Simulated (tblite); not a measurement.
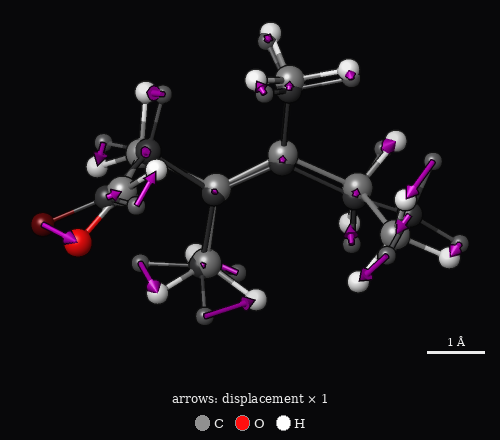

This is a relaxation of C8H14O. The starting structure is drawn faded, the final one solid; purple arrows show the displacements, at their true length. The two geometries are superimposed by the best rigid fit.

A ball-and-stick model, seen at a tilt.

These are results of tblite 0.8.0, GFN2-xTB geometry optimisation, gas phase, not measurements. 

Question: What happened in the run?

Answer: After 158 geometry steps the energy has fallen by 16.3 kcal/mol. The atom that moves furthest after the best rigid fit is an H atom (1.08 Å). Largest moves by element: H 1.08 Å, O 0.82 Å, C 0.44 Å. Some distances before and after: C–H 1.134 → 1.089 Å, C–O 1.240 → 1.200 Å, C–C 1.486 → 1.518 Å, C–C 1.503 → 1.530 Å. Bond angles that change, for instance: C–C–C 120.5° → 112.8°, H–C–H 115.7° → 108.1°, C–C–H 118.0° → 110.8°. Groups turn about C–C by about 60°, C–C by about 20°.
